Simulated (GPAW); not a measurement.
# MgS (P6_3mc): G0W0 with GPAW, start to end

Wanted: ground state, empty states, screening and self-energy for MgS (P6_3mc).

Main program and level: GPAW 26.7.0; LDA and many-body steps on it, plane waves.

### 1. The structure

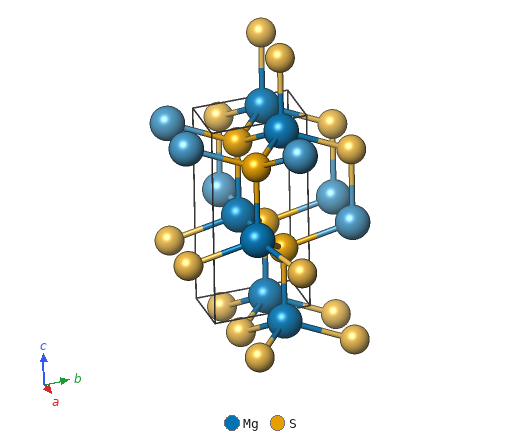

The starting structure, seen slightly off an axis (magnesium blue, sulfur orange). 2×1×1 cells are drawn. Some periodic images of atoms are drawn too.

As a file:

```
Mg S
1.0
     4.03462    0.00000    0.00000
    -2.01731    3.49409    0.00000
     0.00000    0.00000    6.43229
Mg S
2 2
Direct
  0.66667 0.33333 0.49575
  0.33333 0.66667 0.99575
  0.33333 0.66667 0.37924
  0.66667 0.33333 0.87924
```

The cell and positions are those that the Materials Project relaxed with its own functionals (PBE, PBE+U or r2SCAN), kept fixed. This is not the form that MgS usually takes at ambient conditions.

### 2. Ground state

This step: GPAW 26.7.0; DFT, LDA, plane waves, PAW.

The ground-state density comes first.

Contents of run.py:

```python
import json
import numpy as np
from gpaw.mpi import world
from ase import Atoms
from gpaw import GPAW, PW, FermiDirac

atoms = Atoms(['Mg', 'Mg', 'S', 'S'],
    cell=[[4.0346224068, 0.0000000000, 0.0000000000],
      [-2.0173112034, 3.4940854990, 0.0000000000],
      [0.0000000000, 0.0000000000, 6.4322941800]],
    scaled_positions=[[0.6666666667, 0.3333333333, 0.4957548500],
      [0.3333333333, 0.6666666667, 0.9957548500],
      [0.3333333333, 0.6666666667, 0.3792441500],
      [0.6666666667, 0.3333333333, 0.8792441500]],
    pbc=(True, True, True))
calc = GPAW(mode=PW(450),
    xc='LDA',
    kpts={'size': (6, 6, 4), 'gamma': True},
    occupations=FermiDirac(0.001),
    nbands=-8,
    convergence={'density': 1e-6, 'bands': -3},
    maxiter=100,
    txt='gs.txt')
atoms.calc = calc
res = {'energy': atoms.get_potential_energy()}
kpts = calc.get_ibz_k_points()
res['kpts'] = kpts
res['eigenvalues'] = [calc.get_eigenvalues(kpt=k) for k in range(len(kpts))]
res['n_electrons'] = calc.get_number_of_electrons()
calc.write('gs.gpw')

if world.rank == 0:
    with open('result.json', 'w') as f:
        json.dump(res, f, default=lambda x: x.tolist())
```

Started as:

```bash
mpirun -n 4 gpaw python run.py
```

Numbers of over 12 decimals in the logs are rounded to 6 here.

What it wrote:

```text
__  _  _
 | _ |_)|_||  |
 |__||  | ||/\| - 26.7.0

Input parameters:
  mode=PW(ecut=450.000000),
  convergence={'density': 1e-06, 'bands': -3},
  kpts=MonkhorstPack(size=(6, 6, 4), gamma=True),
  maxiter=100,
  nbands=-8,
  occupations=Occupations(name='fermi-dirac', width=0.001, fixmagmom=False),
  xc=XC(name='LDA')
  [... matrices ...]
Diagonalizing LCAO Hamiltonian
Converting LCAO to pw mode

        Mg
            S

            Mg
        S

Atoms  # Å, Bohr magnetons
|   | symbol |         x |        y |        z |    initial magnetic moments |
| 0 |     Mg |  2.017311 | 1.164695 | 3.188841 | ( 0.0000,  0.0000,  0.0000) |
| 1 |     Mg | -0.000000 | 2.329390 | 6.404988 | ( 0.0000,  0.0000,  0.0000) |
| 2 |      S | -0.000000 | 2.329390 | 2.439410 | ( 0.0000,  0.0000,  0.0000) |
| 3 |      S |  2.017311 | 1.164695 | 5.655557 | ( 0.0000,  0.0000,  0.0000) |

Unit cell  # Å
| periodic |         x |        y |        z |  lengths |     angles |
|      yes |  4.034622 | 0.000000 | 0.000000 | 4.034622 |  90.000000 |
|      yes | -2.017311 | 3.494085 | 0.000000 | 4.034622 |  90.000000 |
|      yes |  0.000000 | 0.000000 | 6.432294 | 6.432294 | 120.000000 |

Number of symmetries: 6
Symmetry operations  # r_c * U_cc + t_c -> r_c
|   | kind |            matrix            |
| 0 |  σ   |  1, 1, 0,  0,-1, 0,  0, 0, 1 |
| 1 |  E   |  1, 0, 0,  0, 1, 0,  0, 0, 1 |
| 2 |  C3  |  0, 1, 0, -1,-1, 0,  0, 0, 1 |
| 3 |  σ   |  0,-1, 0, -1, 0, 0,  0, 0, 1 |
| 4 |  σ   | -1, 0, 0,  1, 1, 0,  0, 0, 1 |
| 5 |  C3  | -1,-1, 0,  1, 0, 0,  0, 0, 1 |

BZ-sampling:
  Number of BZ points: 144
  Number of IBZ points: 24

  Monkhorst-Pack size: [6, 6, 4]
  Monkhorst-Pack shift: [0.083333, 0.083333, 0.125]

K-points  # in reciprocal-cell coordinates
|     |                                coordinates |     weight |
|   0 | (  0.00000000,   0.00000000,   0.00000000) | 0.00694444 |
|   1 | (  0.00000000,   0.00000000,   0.25000000) | 0.01388889 |
|   2 | (  0.00000000,   0.00000000,   0.50000000) | 0.00694444 |
|   3 | (  0.16666667,   0.00000000,  -0.25000000) | 0.04166667 |
|   4 | (  0.16666667,   0.00000000,   0.00000000) | 0.04166667 |
|   5 | (  0.16666667,   0.00000000,   0.25000000) | 0.04166667 |
|   6 | (  0.16666667,   0.00000000,   0.50000000) | 0.04166667 |
|   7 | (  0.33333333,  -0.16666667,   0.00000000) | 0.04166667 |
|   8 | (  0.33333333,  -0.16666667,   0.25000000) | 0.08333333 |
|   9 | (  0.33333333,  -0.16666667,   0.50000000) | 0.04166667 |
| ... |                                            |            |
|  23 | (  0.50000000,   0.50000000,   0.50000000) | 0.02083333 |

Plane wave coefficients: 1977
Cutoff: 450.000000 eV

Spin-components: 1 (collinear spins)
Bands:           24
Projectors:      20
Spin-degeneracy: 2
Datatype:        complex128

  Storage: CPU
  Wave functions: 17_961_984 bytes (4_490_496 per core)
  Projectors: 17_213_568 bytes (4_303_392 per core)
  [... matrices ...]
Parallelization:
  kpt:    4
  domain: 1
  band:   1

Density:
  Valence electrons: 32.0
  Components: 1
  Grid points: [20 20 32]
  Charge: 0.0  # |e|

Potential:
  Grid points: [20 20 32]

species:
  Mg:
    name:    Magnesium
    Z:       12.0
    valence: 10
    core:    2
    charge:  0.0  # [|e|]
    compensation charges:
      type: gauss
      rc: 0.33  # [Å]
      lmax: 2
    cutoffs:
      filter: 1.86  # [Å]
      core: 0.54  # [Å]
    projectors
    | kind |    occ | energy [eV] | rcut [Å] |
    |   2s |  2.000 |     -79.291 |    1.090 |
    |   3s |  2.000 |      -4.782 |    1.090 |
    |   2p |  6.000 |     -46.725 |    1.085 |
    |   3p |  0.000 |      -1.374 |    1.085 |
    |    d |        |       0.000 |    1.037 |

    Using partial waves for Mg as LCAO basis

  S:
    name:    Sulfur
    Z:       16.0
    valence: 6
    core:    10
    charge:  0.0  # [|e|]
    compensation charges:
      type: gauss
      rc: 0.24  # [Å]
      lmax: 2
    cutoffs:
      filter: 1.77  # [Å]
      core: 1.66  # [Å]
    projectors
    | kind |    occ | energy [eV] | rcut [Å] |
    |   3s |  2.000 |     -17.278 |    0.974 |
    |   3p |  4.000 |      -7.106 |    0.979 |
    |    s |        |       9.933 |    0.974 |
    |    p |        |      20.105 |    0.979 |
    |    d |        |       0.000 |    0.900 |

    Using partial waves for S as LCAO basis

Reference energy: -32503.627920  # eV

eigensolver:
  PPCG
  Converge bands: -3
  niter=2

density mixing:
  MSR1-Mixer
  Pratt-step length: 0.05
  Maximum mixing coefficient: 0.75
  Old densities: 10
  SVD Regularization: 0.005
  Good broyden scale: 1.0
  Trust region scale: 1.0
  Backstep threshold: 4.0
  History deletion threshold: 6.0
  Fourier metric: weight=20.0, sigma=0.015

occupation numbers:
  Fermi-Dirac:
    width: 0.0010  # eV

poisson solver:
  ecut: 3600.000000  # eV

xc functional:
  name: None

Initialization done in: 0.941 s

convergence criteria:
- Maximum integral of absolute [dens]ity change: 1e-06 electrons / valence electron
- Maximum [total energy] change in last 3 cyles: 0.0005 eV / valence electron
- Maximum integral of absolute [eigenst]ate change: 4e-08 eV^2 / valence electron
maximum number of iterations: 100

SCF iterations
|iter     |     time |      energy | eigst |  dens |
|iter:   1|  |  -19.751032 | +0.71 |       |
|iter:   2|  |  -19.569022 | -0.80 | -1.08 |
|iter:   3|  |  -18.855100 | -1.06 | -1.12 |
|iter:   4|  |  -18.855456 | -2.80 | -1.76 |
|iter:   5|  |  -18.855935c| -3.61 | -2.21 |
|iter:   6|  |  -18.855960c| -5.14 | -3.28 |
|iter:   7|  |  -18.855964c| -6.01 | -3.73 |
|iter:   8|  |  -18.855964c| -7.00 | -4.97 |
|iter:   9|  |  -18.855964c| -7.50c| -5.43 |
|iter:  10|  |  -18.855964c| -8.05c| -6.19c|

Converged in 10 steps
SCF loop duration: 3.344 s (0.334 s/step)
Energy contributions relative to reference atoms: (reference = -32503.627920)
  [... matrices ...]
Energy contributions:
  Kinetic:          13.404859
  Coulomb:         -12.207287
  Zero:             -0.107599
  External:          0.000000
  Xc:              -19.945936
  Entropy:          -0.000000
  Spinorbit:         0.000000
  ----------------------------
  Free energy:     -18.855964
  Extrapolated:    -18.855964

dipole moment: (0.000000, 0.000001, 12.625319)  # |e|*Ang

Fermi level: 2.650
Eigenvalues  # (at kpt = [0.000, 0.000, 0.000])
| band index |      eig [eV] | occ [0-2] |
|          0 |       -71.631 |     2.000 |
|        ... |               |           |
|          8 |        -9.701 |     2.000 |
|          9 |        -8.952 |     2.000 |
|         10 |        -1.604 |     2.000 |
|         11 |         1.104 |     2.000 |
|         12 |         1.104 |     2.000 |
|         13 |         1.530 |     2.000 |
|         14 |         1.530 |     2.000 |
|         15 |         1.693 |     2.000 |
|         16 |         4.845 |     0.000 |
|         17 |         6.119 |     0.000 |
|         18 |         8.960 |     0.000 |
|         19 |         8.960 |     0.000 |
|         20 |         9.706 |     0.000 |
|         21 |         9.989 |     0.000 |
|         22 |         9.989 |     0.000 |
|         23 |        10.569 |     0.000 |

Gap: 3.153 eV
Transition (v -> c):
  (s=0, k=0, n=15, [0.00, 0.00, 0.00]) -> (s=0, k=0, n=16, [0.00, 0.00, 0.00])
No difference between direct/indirect transitions
# Writing to gs.gpw (mode='')
  [... matrices ...]
```

It took 6 s on 4 MPI ranks of Arm Neoverse V1, shared host; peak memory 0.66 GiB; 24 s of CPU time.

Numbers from this step:

| Property | Result |
| --- | --- |
| total energy | -18.86 eV |
| gap | 3.153 eV |
| k of the valence top | 0, 0, 0 |
| k of the conduction bottom | 0, 0, 0 |
| least direct gap | 3.153 eV |

The gap is direct, at Γ.

### 3. Bands along the symmetry lines

The cheap functional maps the bands first; the places of the edges decide which points the dearer methods must see.

Contents of run.py:

```python
import json
import numpy as np
from gpaw.mpi import world
from gpaw import GPAW

path = [[0.000000, 0.000000, 0.000000],
    [0.062500, 0.000000, 0.000000],
    [0.125000, 0.000000, 0.000000],
    [0.187500, 0.000000, 0.000000],
    [0.250000, 0.000000, 0.000000],
    [0.312500, 0.000000, 0.000000],
    [0.375000, 0.000000, 0.000000],
    [0.437500, 0.000000, 0.000000],
    [0.500000, 0.000000, 0.000000],
    [0.479167, 0.041667, 0.000000],
    [0.458333, 0.083333, 0.000000],
    [0.437500, 0.125000, 0.000000],
    [0.416667, 0.166667, 0.000000],
    [0.395833, 0.208333, 0.000000],
    [0.375000, 0.250000, 0.000000],
    [0.354167, 0.291667, 0.000000],
    [0.333333, 0.333333, 0.000000],
    [0.291667, 0.291667, 0.000000],
    [0.250000, 0.250000, 0.000000],
    [0.208333, 0.208333, 0.000000],
    [0.166667, 0.166667, 0.000000],
    [0.125000, 0.125000, 0.000000],
    [0.083333, 0.083333, 0.000000],
    [0.041667, 0.041667, 0.000000],
    [0.000000, 0.000000, 0.000000],
    [0.000000, 0.000000, 0.062500],
    [0.000000, 0.000000, 0.125000],
    [0.000000, 0.000000, 0.187500],
    [0.000000, 0.000000, 0.250000],
    [0.000000, 0.000000, 0.312500],
    [0.000000, 0.000000, 0.375000],
    [0.000000, 0.000000, 0.437500],
    [0.000000, 0.000000, 0.500000],
    [0.062500, 0.000000, 0.500000],
    [0.125000, 0.000000, 0.500000],
    [0.187500, 0.000000, 0.500000],
    [0.250000, 0.000000, 0.500000],
    [0.312500, 0.000000, 0.500000],
    [0.375000, 0.000000, 0.500000],
    [0.437500, 0.000000, 0.500000],
    [0.500000, 0.000000, 0.500000],
    [0.479167, 0.041667, 0.500000],
    [0.458333, 0.083333, 0.500000],
    [0.437500, 0.125000, 0.500000],
    [0.416667, 0.166667, 0.500000],
    [0.395833, 0.208333, 0.500000],
    [0.375000, 0.250000, 0.500000],
    [0.354167, 0.291667, 0.500000],
    [0.333333, 0.333333, 0.500000],
    [0.291667, 0.291667, 0.500000],
    [0.250000, 0.250000, 0.500000],
    [0.208333, 0.208333, 0.500000],
    [0.166667, 0.166667, 0.500000],
    [0.125000, 0.125000, 0.500000],
    [0.083333, 0.083333, 0.500000],
    [0.041667, 0.041667, 0.500000],
    [0.000000, 0.000000, 0.500000],
    [0.500000, 0.000000, 0.500000],
    [0.500000, 0.000000, 0.437500],
    [0.500000, 0.000000, 0.375000],
    [0.500000, 0.000000, 0.312500],
    [0.500000, 0.000000, 0.250000],
    [0.500000, 0.000000, 0.187500],
    [0.500000, 0.000000, 0.125000],
    [0.500000, 0.000000, 0.062500],
    [0.500000, 0.000000, 0.000000],
    [0.333333, 0.333333, 0.500000],
    [0.333333, 0.333333, 0.437500],
    [0.333333, 0.333333, 0.375000],
    [0.333333, 0.333333, 0.312500],
    [0.333333, 0.333333, 0.250000],
    [0.333333, 0.333333, 0.187500],
    [0.333333, 0.333333, 0.125000],
    [0.333333, 0.333333, 0.062500],
    [0.333333, 0.333333, 0.000000]]
calc = GPAW('gs.gpw').fixed_density(kpts=path,
    symmetry='off',
    nbands=26,
    convergence={'bands': 22},
    txt='bands.txt')
res = {}
kpts = calc.get_ibz_k_points()
res['kpts'] = kpts
res['eigenvalues'] = [calc.get_eigenvalues(kpt=k) for k in range(len(kpts))]
res['n_electrons'] = calc.get_number_of_electrons()

if world.rank == 0:
    with open('result.json', 'w') as f:
        json.dump(res, f, default=lambda x: x.tolist())
```

Started as:

```bash
mpirun -n 4 gpaw python run.py
```

What it wrote:

```text
Diagonalizing LCAO Hamiltonian
Converting LCAO to pw mode
convergence criteria:
- Maximum integral of absolute [eigenst]ate change: 4e-08 eV^2 / valence electron
maximum number of iterations: 100

SCF iterations
|iter     |     time |      energy | eigst |  dens |
|iter:   1|  |             | +0.76 |       |
|iter:   2|  |             | -0.57 |       |
|iter:   3|  |             | -1.38 |       |
[...]
|iter:   8|  |             | -6.17 |       |
|iter:   9|  |             | -6.88 |       |
|iter:  10|  |             | -7.68c|       |
SCF steps: 10
  __  _  _
 | _ |_)|_||  |
 |__||  | ||/\| - 26.7.0

Input parameters:
  mode=PW(ecut=450.000000),
  convergence={'bands': 22},
  gpts=array([20, 20, 32]),
  kpts=KPoints(kpts=array([[0.      , 0.      , 0.      ],
         [0.0625  , 0.      , 0.      ],
         [0.125   , 0.      , 0.      ],
         [0.1875  , 0.      , 0.      ],
[...]
[0.479167, 0.041667, 0.      ],
         [0.458333, 0.083333, 0.      ],
[...]
[0.416667, 0.166667, 0.      ],
[...]
[0.5     , 0.      , 0.0625  ],
         [0.5     , 0.      , 0.      ],
[...]
[0.333333, 0.333333, 0.125   ],
         [0.333333, 0.333333, 0.0625  ],
         [0.333333, 0.333333, 0.      ]])),
  maxiter=100,
  nbands=26,
  occupations=Occupations(name='fermi-dirac', width=0.001, fixmagmom=False),
  parallel={},
  symmetry=Symmetry(point_group=False, time_reversal=False),
  xc=XC(name='LDA')
```

Elapsed: 13 s, on 4 MPI ranks; peak memory 0.76 GiB.

Numbers from this step:

```
gap                        : 3.153 eV
k of the valence top       : 0, 0, 0
k of the conduction bottom : 0, 0, 0
least direct gap           : 3.153 eV
```

The gap is 3.153 eV, as in the run before at this level.

Electronic bands along the path, in eV, zero at the top of the highest filled band:

| point | band 13 | band 14 | band 15 | band 16 | band 17 | band 18 | band 19 | band 20 |
| --- | --- | --- | --- | --- | --- | --- | --- | --- |
| Γ | -0.59 | -0.16 | -0.16 | 0.00 | 3.15 | 4.43 | 7.27 | 7.27 |
| M | -1.93 | -1.27 | -0.96 | -0.48 | 4.48 | 4.99 | 5.57 | 7.30 |
| K | -2.36 | -1.39 | -1.38 | -1.38 | 4.62 | 6.79 | 7.13 | 7.13 |
| Γ | -0.59 | -0.16 | -0.16 | 0.00 | 3.15 | 4.43 | 7.27 | 7.27 |
| A | -0.38 | -0.38 | -0.38 | -0.38 | 4.65 | 4.65 | 7.38 | 7.38 |
| L | -0.92 | -0.92 | -0.82 | -0.82 | 4.40 | 4.40 | 6.08 | 6.08 |
| H | -2.05 | -2.05 | -0.54 | -0.54 | 5.56 | 5.56 | 6.17 | 6.17 |
| A | -0.38 | -0.38 | -0.38 | -0.38 | 4.65 | 4.65 | 7.38 | 7.38 |
| jump to L | -0.92 | -0.92 | -0.82 | -0.82 | 4.40 | 4.40 | 6.08 | 6.08 |
| M | -1.93 | -1.27 | -0.96 | -0.48 | 4.48 | 4.99 | 5.57 | 7.30 |
| jump to H | -2.05 | -2.05 | -0.54 | -0.54 | 5.56 | 5.56 | 6.17 | 6.17 |
| K | -2.36 | -1.39 | -1.38 | -1.38 | 4.62 | 6.79 | 7.13 | 7.13 |

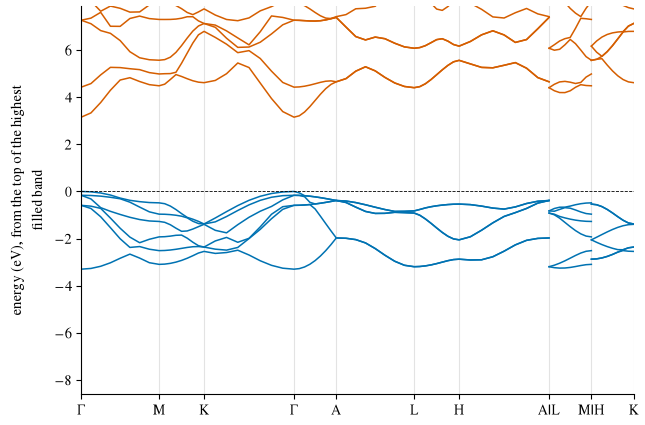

Electronic bands along the path; lines of filled and empty bands in two colours.

### 4. Empty states on the mesh, 3×3×2 mesh, 315 bands

The sums over transitions need many empty states on a uniform mesh; this step solves for them.

Contents of run.py:

```python
import json
import numpy as np
from gpaw.mpi import world
from gpaw import GPAW

calc = GPAW('gs.gpw').fixed_density(kpts={'size': (3, 3, 2), 'gamma': True},
    parallel={'domain': 1, 'band': 1},
    txt='nscf.txt')
calc.diagonalize_full_hamiltonian(nbands=315)
calc.write('full.gpw', mode='all')
res = {}
kpts = calc.get_ibz_k_points()
res['kpts'] = kpts
res['eigenvalues'] = [calc.get_eigenvalues(kpt=k) for k in range(len(kpts))]
res['n_electrons'] = calc.get_number_of_electrons()

if world.rank == 0:
    with open('result.json', 'w') as f:
        json.dump(res, f, default=lambda x: x.tolist())
```

Started as:

```bash
mpirun -n 4 gpaw python run.py
```

What it wrote:

```text
Diagonalizing LCAO Hamiltonian
Converting LCAO to pw mode
convergence criteria:
- Maximum integral of absolute [eigenst]ate change: 4e-08 eV^2 / valence electron
maximum number of iterations: 100

SCF iterations
|iter     |     time |      energy | eigst |  dens |
|iter:   1|  |             | +0.70 |       |
|iter:   2|  |             | -0.69 |       |
|iter:   3|  |             | -1.44 |       |
[...]
|iter:  10|  |             | -6.47 |       |
|iter:  11|  |             | -7.13 |       |
|iter:  12|  |             | -7.73c|       |
SCF steps: 12
  __  _  _
 | _ |_)|_||  |
 |__||  | ||/\| - 26.7.0

Input parameters:
  mode=PW(ecut=450.000000),
  convergence={'density': 1e-06, 'bands': -3},
  gpts=array([20, 20, 32]),
  kpts=MonkhorstPack(size=(3, 3, 2), gamma=True),
  maxiter=100,
  nbands=24,
  occupations=Occupations(name='fermi-dirac', width=0.001, fixmagmom=False),
  parallel={'domain': 1, 'band': 1},
  xc=XC(name='LDA')
Matrix size: 1949x1949
# Writing to full.gpw (mode='all')
  [... matrices ...]

timing:  # [seconds]
  Total: 16.713  # ━━━━━━━━━━━━━━━━━━━━━━━━━━━━━━━━━━━━━━━━━━━━━━━━━━━━━━━━━━
```

Wall time 20 s (4 MPI ranks); peak memory 1.6 GiB.

Numbers from this step:

- gap: 3.153 eV
- k of the valence top: 0, 0, 0
- k of the conduction bottom: 0, 0, 0
- least direct gap: 3.153 eV
- k points computed: 6
- lowest point of the top converged band, above the valence top: 120.6806 eV

On this mesh the gap is 3.153 eV.

(Part 1 of 2 ends here.)

[Paths, hosts, dates, memory and timing lines, banners, echoed tables and standing remarks are left out of the program output.]

[Logs are printed without paths, hosts, clocks, repeated set-up lines and the standing remarks that a program may print on its own settings, such as how far it seeks lower states.]

[Runs of the session that timed out or met a known fault of the program may be left out.]

[Hosts, paths, dates, database ids (printed as entryN), source tags and the programs' standing remarks are cut or masked in the printed files.]
